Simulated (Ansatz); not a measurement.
## Screening in Cd5B3ClO9 (Cm)

How strongly does Cd5B3ClO9 (Cm) screen? Routes: perturbation theory, a sum over states and the RPA step of G0W0.

Main program and level: Ansatz 0.2.0; linear response on PBE, plane waves, PAW.

### Step 1. The starting structure

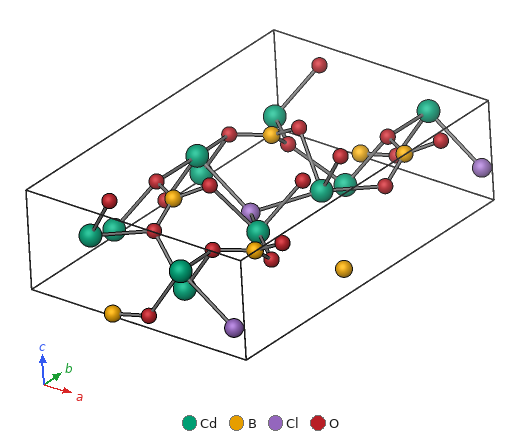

The starting structure, seen slightly off an axis (cadmium teal, boron orange, chlorine purple, oxygen red). This picture shows the conventional cell, with its axes. Bonds to atoms that aren't drawn are left out. Some periodic images of atoms are drawn too.

Geometry: measured cell, ions relaxed with PBE. The runs that relaxed it are not among those shown.

### Step 2. Response to a homogeneous field

ε∞ sets how strongly the crystal screens. Perturbation theory gives it with local fields and without a sum over empty bands.

This step: dielectric response by perturbation theory, PBE, plane waves, PAW; PAW set soft_1.

Contents of input.yaml:

```yaml
crystal:
  lattice:
    - [4.086, -8.0305, 0.0]
    - [4.086, 8.0305, 0.0]
    - [-0.5610688069, 0.0, 3.4284942182]
  atoms:
    - { symbol: Cd, position: [0.9903899046, 0.7342556792, 0.5662659888] }
    - { symbol: Cd, position: [0.7342556792, 0.9903899046, 0.5662659888] }
    - { symbol: Cd, position: [0.3113911839, 0.6630019832, 0.9124457693] }
    - { symbol: Cd, position: [0.6630019832, 0.3113911839, 0.9124457693] }
    - { symbol: Cd, position: [0.2871762088, 0.2871762088, 0.3102574688] }
    - { symbol: B, position: [0.6210609171, 0.6210609171, 0.9737592675] }
    - { symbol: B, position: [0.972075933, 0.3689018994, 0.3370010488] }
    - { symbol: B, position: [0.3689018994, 0.972075933, 0.3370010488] }
    - { symbol: Cl, position: [0.049188481, 0.049188481, 0.7118210963] }
    - { symbol: O, position: [0.7759792855, 0.623579409, 0.0193502893] }
    - { symbol: O, position: [0.623579409, 0.7759792855, 0.0193502893] }
    - { symbol: O, position: [0.4502306784, 0.4502306784, 0.8744954667] }
    - { symbol: O, position: [0.1618372402, 0.4552599818, 0.3467663233] }
    - { symbol: O, position: [0.4552599818, 0.1618372402, 0.3467663233] }
    - { symbol: O, position: [0.1966350256, 0.8360258997, 0.1252240285] }
    - { symbol: O, position: [0.8360258997, 0.1966350256, 0.1252240285] }
    - { symbol: O, position: [0.9120354728, 0.4534148167, 0.5549599024] }
    - { symbol: O, position: [0.4534148167, 0.9120354728, 0.5549599024] }
kpoints:
  mp_grid: { grid: [4, 4, 6] }
hamiltonian:
  xc: pbe
  pseudopotentials: { kind: paw, azcp: { folder: soft_1 } }
scf:
  occupations: { method: fixed }
dielectric: {}
```

Launch:

```
ansatz run input.yaml --threads 2 --pin off --max-ram 92160MiB --backend cuda --events-out ev --progress --plain --runs-dir out --devices 1 --max-vram 13GiB
```

Numbers of over 12 decimals in the logs are rounded to 6 here.

The log of the run:

```text
GPUs: using 1 of 1 available (devices: 1).
Engine: ansatz 0.2.0, x86_64-unknown-linux-gnu
Pseudopotentials: kind: paw
Pseudopotential: Cd, paw, valence charge 20, recommended cutoff 420 eV (normal), soft_1/Cd.paw.azcp
Pseudopotential: B, paw, valence charge 3, recommended cutoff 420 eV (normal), soft_1/B.paw.azcp
Pseudopotential: Cl, paw, valence charge 7, recommended cutoff 420 eV (normal), soft_1/Cl.paw.azcp
Pseudopotential: O, paw, valence charge 6, recommended cutoff 420 eV (normal), soft_1/O.paw.azcp
Functional definition: PBE
  parameter kappa = 0.804
  parameter beta = 0.066725
  exchange = pbe_x(kappa = kappa, mu = beta*pi^2/3)
  correlation = pbe_c(beta = beta)
device memory: the entry about to start is reckoned to put 4.0 GiB on a device that reports 51.8 GiB free (of which the cap on the GPU budget leaves the run 13.0 GiB)
GPU FFT provider: cuFFT
GPU libraries: cuBLAS 13.8.2, cuFFT 12.4.0, cuSOLVER 12.3.4
Crystal: 18 atoms, lattice volume = 224.996 Å³
Basis set: ecut = 420 eV, 4399 PW (Γ), exchange–correlation on 128×128×48 points (8 copies of the dense FFT grid, shifted against one another)
Bands: 103, of which v1, the nominal top of the filled ones, is band 85 counted from 1 (84 counted from 0)
Symmetry: 2 space group operations
k-points: 52 of 96 (irreducible under 1 space group operation, time reversal used)
Non-local potential: Cd, projectors of the file, l = 0: 3, l = 1: 2, l = 2: 2, l = 3: 1
Non-local potential: B, projectors of the file, l = 0: 2, l = 1: 2, l = 2: 1
Non-local potential: Cl, projectors of the file, l = 0: 2, l = 1: 2, l = 2: 1
Non-local potential: O, projectors of the file, l = 0: 2, l = 1: 2, l = 2: 1
PAW form: soft (Blöchl's): semilocal exchange-correlation on the pseudo side does not see the compensation charge
PAW one-centre angular grid: Cd, 590 points (default); XC on 64 Gauss nodes
PAW one-centre angular grid: B, 110 points (default); XC on 64 Gauss nodes
PAW one-centre angular grid: Cl, 110 points (default); XC on 64 Gauss nodes
PAW one-centre angular grid: O, 110 points (default); XC on 64 Gauss nodes
Initial density: superposition of atomic densities (chi_scale 0.1, normalization cell, long waves kept (reshape's long-wave potential 0.07 eV rms))
Initial wavefunctions: pseudopotential atomic-orbital guess
GPU buffer pool allocated for 98304 grid points (all kernels)
GPU transforms: local potential and band sums: pruned to the plane-wave sphere, on 64×64×24
Functional: x = pbe(κ = 0.804, μ = 0.219515), c = pbe(β = 0.066725)
SCF iter   1: F=—  HF=-47940.492834 eV  |F-HF|=—  |Δ(HF+E_count)|=         —  Δρ=9.48e-2  dr2=1.84e1  ethr=3.10e-3  ⟨swp⟩=4.9  Hψ=16102  notcnv=0  defer=824
preconditioner: auto → Resta (q_TF=auto, 2.604 Å⁻¹)  ε∞=4.5  [insulator: Δε(μ)=1.856 eV  Ē_g=15.062 eV  n_scr=66 (ndim 8)  ℏωp=28.2 eV  f_vac=0.009  ε∞_Penn≈4.5]
SCF iter   2: F=—  HF=-47934.718809 eV  |F-HF|=—  |Δ(HF+E_count)|=    5.77e0  Δρ=3.57e-2  dr2=2.73e0  ethr=3.10e-3  ⟨swp⟩=3.0  Hψ=11001  notcnv=0  defer=804
SCF iter   3: F=—  HF=-47934.129895 eV  |F-HF|=—  |Δ(HF+E_count)|=   5.89e-1  Δρ=1.35e-2  dr2=3.86e-1  ethr=1.60e-3  ⟨swp⟩=2.4  Hψ=7515  notcnv=0  defer=819
SCF iter   4: F=—  HF=-47934.095088 eV  |F-HF|=—  |Δ(HF+E_count)|=   3.48e-2  Δρ=5.81e-3  dr2=7.13e-2  ethr=2.27e-4  ⟨swp⟩=3.1  Hψ=10459  notcnv=0  defer=822
SCF iter   5: F=—  HF=-47934.091408 eV  |F-HF|=—  |Δ(HF+E_count)|=   3.68e-3  Δρ=2.11e-3  dr2=9.26e-3  ethr=4.19e-5  ⟨swp⟩=2.0  Hψ=8194  notcnv=0  defer=831
SCF iter   6: F=—  HF=-47934.098808 eV  |F-HF|=—  |Δ(HF+E_count)|=   7.40e-3  Δρ=8.85e-4  dr2=1.41e-3  ethr=5.45e-6  ⟨swp⟩=2.4  Hψ=8227  notcnv=0  defer=832
SCF iter   7: F=—  HF=-47934.099692 eV  |F-HF|=—  |Δ(HF+E_count)|=   8.84e-4  Δρ=2.76e-4  dr2=1.55e-4  ethr=8.31e-7  ⟨swp⟩=2.0  Hψ=8175  notcnv=0  defer=832
SCF iter   8: F=—  HF=-47934.095825 eV  |F-HF|=—  |Δ(HF+E_count)|=   3.87e-3  Δρ=8.87e-5  dr2=1.63e-5  ethr=9.14e-8  ⟨swp⟩=2.0  Hψ=8135  notcnv=0  defer=784
SCF iter   9: F=—  HF=-47934.099329 eV  |F-HF|=—  |Δ(HF+E_count)|=   3.50e-3  Δρ=5.16e-5  dr2=5.17e-6  ethr=9.57e-9  ⟨swp⟩=2.0  Hψ=8736  notcnv=0  defer=655
SCF iter  10: F=—  HF=-47934.099330 eV  |F-HF|=—  |Δ(HF+E_count)|=   1.28e-6  Δρ=1.13e-5  dr2=3.60e-7  ethr=3.04e-9  ⟨swp⟩=2.0  Hψ=7917  notcnv=0  defer=665
SCF iter  11: F=—  HF=-47934.099330 eV  |F-HF|=—  |Δ(HF+E_count)|=   4.63e-7  Δρ=7.19e-6  dr2=9.91e-8  ethr=2.12e-10  ⟨swp⟩=2.0  Hψ=8712  notcnv=0  defer=666
SCF iter  12: F=—  HF=-47934.099330 eV  |F-HF|=—  |Δ(HF+E_count)|=   5.12e-9  Δρ=1.71e-6  dr2=7.06e-9  ethr=5.83e-11  ⟨swp⟩=2.0  Hψ=8088  notcnv=0  defer=667
SCF iter  13: F=—  HF=-47934.099330 eV  |F-HF|=—  |Δ(HF+E_count)|=   7.28e-9  Δρ=8.59e-7  dr2=1.41e-9  ethr=4.15e-12  ⟨swp⟩=2.0  Hψ=8088  notcnv=0  defer=667
SCF iter  14: F=-47934.099330 eV  HF=-47934.099330 eV  |F-HF|=7.28e-11  |Δ(HF+E_count)|=  6.98e-10  Δρ=1.85e-7  dr2=8.46e-11  ethr=1.00e-12  ⟨swp⟩=10.8  Hψ=24813  notcnv=0
SCF 1 converged in 14 iterations: F = -47934.099330 eV  dr2 = 8.46e-11
  greatest PAW one-centre occupation: 1.000 electrons in one spin orbital (limit 2), on the Cd atom at site 1 (counted from 0), in its partial waves of l = 1
the response reads at least the filled bands of the reference SCF and the lowest empty band at each k-point, and that SCF's band table does not vouch for those bands. The notice of the band table in this run's record says why
device memory: the entry about to start is reckoned to put 1.4 GiB on a device that reports 48.8 GiB free (of which the cap on the GPU budget leaves the run 12.6 GiB)
NSCF: frozen V_eff on 1 k-points
device memory: the entry about to start is reckoned to put 1.4 GiB on a device that reports 48.8 GiB free (of which the cap on the GPU budget leaves the run 12.6 GiB)
NSCF: frozen V_eff on 1 k-points
device memory: the entry about to start is reckoned to put 1.4 GiB on a device that reports 48.8 GiB free (of which the cap on the GPU budget leaves the run 12.6 GiB)
NSCF: frozen V_eff on 1 k-points
device memory: the entry about to start is reckoned to put 0.1 GiB (of the 0.5 GiB reckoned in all, the device holds 0.4 GiB already) on a device that reports 48.8 GiB free (of which the cap on the GPU budget leaves the run 12.6 GiB)
device memory: the entry about to start is reckoned to put 4.2 GiB (of the 4.6 GiB reckoned in all, the device holds 0.4 GiB already) on a device that reports 48.8 GiB free (of which the cap on the GPU budget leaves the run 12.6 GiB)
DFPT response loops at Γ: preconditioner auto → Resta (q_TF=auto, 2.604 Å⁻¹)  ε∞=5.5 (no band partly filled); β = 1.00, the filter's whole step (`scf.mixing.beta` (0.50) is not read by the response loops at its default; to damp them type it under 1.00, their step now; it binds the ground state too); Broyden in place of MSR1
── the response to a field inside a basis, on 6×6×10 k-points: an SCF that follows is theirs, and a resumed run solves both again ──
device memory: the entry about to start is reckoned to put 1.7 GiB on a device that reports 42.7 GiB free (of which the cap on the GPU budget leaves the run 12.5 GiB)
GPU FFT provider: cuFFT
GPU libraries: cuBLAS 13.8.2, cuFFT 12.4.0, cuSOLVER 12.3.4
Bands: 86, of which v1, the nominal top of the filled ones, is band 85 counted from 1 (84 counted from 0)
k-points: 105 of 360 (time reversal used)
Initial density: handed on by an earlier stage of this run
Initial wavefunctions: pseudopotential atomic-orbital guess (no wavefunctions were taken with the density)
GPU buffer pool allocated for 98304 grid points (all kernels)
GPU transforms: band sums: pruned to the plane-wave sphere, on 64×64×24
Eigensolver: Dense (105 Hₖ)
SCF iter   1: F=—  HF=-47933.715596 eV  |F-HF|=—  |Δ(HF+E_count)|=         —  Δρ=5.98e-4  dr2=1.87e-4  ethr=1.00e-1
preconditioner: auto → Resta (q_TF=auto, 2.604 Å⁻¹)  ε∞=8.5  [insulator: Δε(μ)=2.113 eV  Ē_g=10.316 eV  n_scr=66 (ndim 8)  ℏωp=28.2 eV  f_vac=0.060  ε∞_Penn≈8.5]
SCF iter   2: F=—  HF=-47933.715689 eV  |F-HF|=—  |Δ(HF+E_count)|=   9.30e-5  Δρ=3.01e-4  dr2=4.97e-5  ethr=1.10e-7
SCF iter   3: F=—  HF=-47933.715743 eV  |F-HF|=—  |Δ(HF+E_count)|=   5.37e-5  Δρ=7.20e-5  dr2=5.00e-6  ethr=2.92e-8
SCF iter   4: F=—  HF=-47933.715746 eV  |F-HF|=—  |Δ(HF+E_count)|=   2.87e-6  Δρ=1.29e-5  dr2=4.18e-7  ethr=2.94e-9
SCF iter   5: F=—  HF=-47933.715746 eV  |F-HF|=—  |Δ(HF+E_count)|=   2.03e-7  Δρ=9.34e-6  dr2=1.60e-7  ethr=2.46e-10
SCF iter   6: F=-47933.715746 eV  HF=-47933.715746 eV  |F-HF|=9.47e-9  |Δ(HF+E_count)|=   5.79e-9  Δρ=2.36e-6  dr2=1.33e-8  ethr=9.40e-11
SCF 1 converged in 6 iterations: F = -47933.715746 eV  dr2 = 1.33e-8
device memory: the entry about to start is reckoned to put 0.1 GiB (of the 1.1 GiB reckoned in all, the device holds 1.0 GiB already) on a device that reports 46.0 GiB free (of which the cap on the GPU budget leaves the run 11.6 GiB)
device memory: the entry about to start is reckoned to put 8.0 GiB (of the 8.1 GiB reckoned in all, the device holds 0.1 GiB already) on a device that reports 45.0 GiB free (of which the cap on the GPU budget leaves the run 12.3 GiB)
DFPT response loops at Γ: preconditioner auto → Resta (q_TF=auto, 2.604 Å⁻¹)  ε∞=5.3 (no band partly filled); β = 1.00, the filter's whole step (`scf.mixing.beta` (0.50) is not read by the response loops at its default; to damp them type it under 1.00, their step now; it binds the ground state too); Broyden in place of MSR1
SCF converged after 14 iterations
Free energy (F): -47934.099330 eV
Harris-Foulkes:  -47934.099330 eV  (|F-HF|=7.28e-11)
Internal energy: -47934.099330 eV  (E = F + TS)
E sigma→0 (E₀):  -47934.099330 eV
Fermi energy:    8.407896 eV
--- Per-component energies (eV) ---
  E_band       = -2253.426076
  E_kinetic    = 4031.037445
  E_local      = -20559.625280  (includes V_loc(G=0)·N_el)
  E_nonlocal   = 1145.594438
  E_hartree    = 9183.812046
  E_xc         = -1629.559124
  E_vxc        = -2030.193295  (∫ρ·V_xc dr)
  E_paw        = -22868.962524  (= ΣΔE_a)
  E_vpaw       = -3207.872233  (= ΣTr[D̂ρ^β])
  E_aug_tail   = 0.008972  (compensation charges beyond the density's cutoff)
  E_ewald      = -17236.405304
  E_smearing   = -0.000000  (= −TS)
  E_closure    = -0.000000  (closes the sum)
  Σ components = -47934.099330   (vs F -47934.099330, Δ=0.00e0)
--- Band table (eV; the first three rows and the last of 52) ---
  k-point 0: bands = [... 81 lower, 7.8599, 7.9864, 8.2089, 8.3475, 10.3928, 13.0110, 13.3063, 13.4998, ... 14 higher]
  k-point 1: bands = [... 81 lower, 7.6725, 8.0427, 8.1399, 8.3542, 11.1674, 13.4822, 13.4961, 13.7504, ... 14 higher]
  k-point 2: bands = [... 81 lower, 7.8456, 7.9627, 8.1301, 8.4044, 12.5352, 13.6081, 13.8134, 14.1676, ... 14 higher]
  k-point 51: bands = [... 81 lower, 7.7700, 7.8555, 8.2259, 8.3340, 13.2287, 13.7121, 13.7539, 13.8386, ... 14 higher]
--- Dielectric response (ions clamped): 3 representative field directions + reference, inside a basis on a mesh of 360 k-points (Σ response iterations 18) ---
  ε∞ (high-frequency dielectric tensor):
        4.021568    -0.000000     0.133133
       -0.000000     3.925208    -0.000000
        0.133133    -0.000000     3.701033
  Born effective charges Z* (e; rows j = field, columns β = displacement):
    site 0:
         2.49958    0.08032    0.00991
         0.01572    2.37365    0.01536
         0.04256    0.04435    2.52518
    site 1:
         2.49958   -0.08032    0.00991
        -0.01572    2.37365   -0.01536
         0.04256   -0.04435    2.52518
    site 2:
         2.51437    0.05735    0.00293
         0.02374    2.48184    0.04681
        -0.03330    0.03767    2.47028
    site 3:
         2.51437   -0.05735    0.00293
        -0.02374    2.48184   -0.04681
        -0.03330   -0.03767    2.47028
    site 4:
         2.37560   -0.00000   -0.02656
         0.00000    2.45442   -0.00000
         0.01746   -0.00000    2.51487
    site 5:
         2.75980   -0.00000    0.60483
        -0.00000    3.21855   -0.00000
         0.54277   -0.00000    0.30705
    site 6:
         2.68720   -0.70154    0.73269
        -0.51698    2.17852    0.87945
         0.74806    0.78614    1.32006
    site 7:
         2.68720    0.70154    0.73269
         0.51698    2.17852   -0.87945
         0.74806   -0.78614    1.32006
    site 8:
        -1.33148    0.00000   -0.11752
         0.00000   -1.15639    0.00000
        -0.11689    0.00000   -1.08422
    site 9:
        -1.87828    0.54417   -0.16312
         0.42722   -2.51552    0.13261
        -0.13960    0.11069   -1.36343
    site 10:
        -1.87828   -0.54417   -0.16312
        -0.42722   -2.51552   -0.13261
        -0.13960   -0.11069   -1.36343
    site 11:
        -2.85449    0.00000   -0.37802
         0.00000   -1.56687    0.00000
        -0.32307    0.00000   -1.43369
    site 12:
        -2.36338    0.56853   -0.04391
[...]
site 13:
[...]
site 14:
        -2.28619    0.27981   -0.53696
         0.41074   -1.63421    0.15085
        -0.56929    0.03670   -1.88770
    site 15:
        -2.28619   -0.27981   -0.53696
        -0.41074   -1.63421   -0.15085
        -0.56929   -0.03670   -1.88770
    site 16:
        -1.64802    0.03637   -0.04290
         0.05255   -2.36067   -0.62885
        -0.06505   -0.58222   -1.75299
    site 17:
        -1.64802   -0.03637   -0.04290
        -0.05255   -2.36067    0.62885
        -0.06505    0.58222   -1.75299
  Z* charge neutrality: 3.791e-2 e pre-enforcement
  solved inside a basis spanned on kpoints, on 6×6×10 k-points, taken by the longest dipole's decay: ε∞ is read to err by 1.1e-2, Z* by 1.2e-1 e (field_mesh: kpoints solves on kpoints); Z* is corrected for what the basis lacks
```

It took 3.6 min on 1 × NVIDIA H100 80GB HBM3 (shared by 6 runs) with 2 threads of AMD EPYC 7R13 (Zen 3), shared host; peak memory 9.3 GiB; 6 min of CPU time.

This step gave:

| Quantity | Value |
| --- | --- |
| stated error of ε∞ | 0.011 |

One over ε∞ averages 0.26, near the quarter of exact exchange in PBE0.

High-frequency dielectric tensor:

```
4.02 0.00 0.13
0.00 3.93 0.00
0.13 0.00 3.70
```

Born effective charge (e), principal values of the symmetric part by kind of site:

```
atom  atoms with these values    low  middle   high   mean
 Cd1                        2   2.35    2.49   2.56   2.47
 Cd3                        2   2.42    2.50   2.54   2.49
 Cd5                        1   2.38    2.45   2.52   2.45
  B6                        1   0.18    2.89   3.22   2.10
  B7                        2   0.41    2.65   3.12   2.06
 Cl9                        1  -1.38   -1.16  -1.04  -1.19
 O10                        2  -2.80   -1.63  -1.32  -1.92
 O12                        1  -2.94   -1.57  -1.35  -1.95
 O13                        2  -2.75   -1.67  -1.41  -1.94
 O15                        2  -2.78   -1.63  -1.40  -1.94
 O17                        2  -2.73   -1.66  -1.36  -1.92
```

In full for Cl9:

```
-1.33  0.00 -0.12
 0.00 -1.16  0.00
-0.12  0.00 -1.08
```

(Continued in part 2 of 2.)

[Paths, hosts, dates, memory and timing lines, banners, echoed tables and standing remarks are left out of the program output.]

[Logs are printed without paths, hosts, clocks, repeated set-up lines and the standing remarks that a program may print on its own settings, such as how far it seeks lower states.]

[Runs of the session that timed out or met a known fault of the program may be left out.]

[Cells called generated may have been cut or substituted from an entry of the Crystallography Open Database or the Materials Project.]

[Hosts, paths, dates, database ids (printed as entryN), source tags and the programs' standing remarks are cut or masked in the printed files.]
